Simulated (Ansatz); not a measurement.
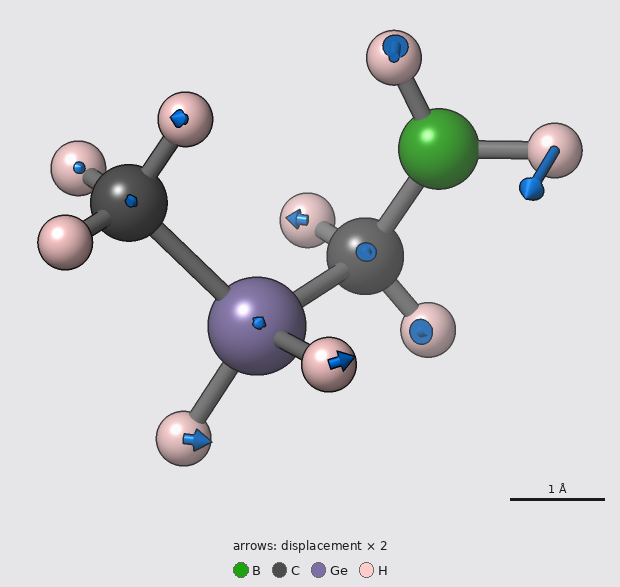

This is a relaxation of C$_{2}$H$_{9}$BGe (coarse preliminary run). The starting structure is drawn; blue arrows show the displacements, magnified 2 times. The two geometries are superimposed by the best rigid fit.

A ball-and-stick model, seen at a tilt.

The start comes from a force field.

Theory: RKS PBE-D4/def2-SVP in Ansatz. Set-up: force threshold 0.03 eV/Å; at most 200 steps.

**Describe the change and its energy.**

The largest move after the best rigid fit is that of an H atom, 0.57 Å. By element the largest moves are H 0.57 Å, C 0.14 Å, Ge 0.07 Å, B 0.03 Å. Near-neighbour distances that change, for instance: C–Ge 1.917 → 2.020 Å, C–H 1.170 → 1.108 Å, B–H 1.167 → 1.221 Å, C–H 1.056 → 1.107 Å. Among the angles between lasting bonds that change: H–C–H 116.3° → 108.8°, B–C–Ge 108.2° → 100.8°, B–C–H 110.0° → 117.4°. Groups turn about B–C by about 25°. The energy falls by 10.2 kcal/mol in 7 geometry steps. The largest force component goes from 3.9 to 0.026 eV/Å.
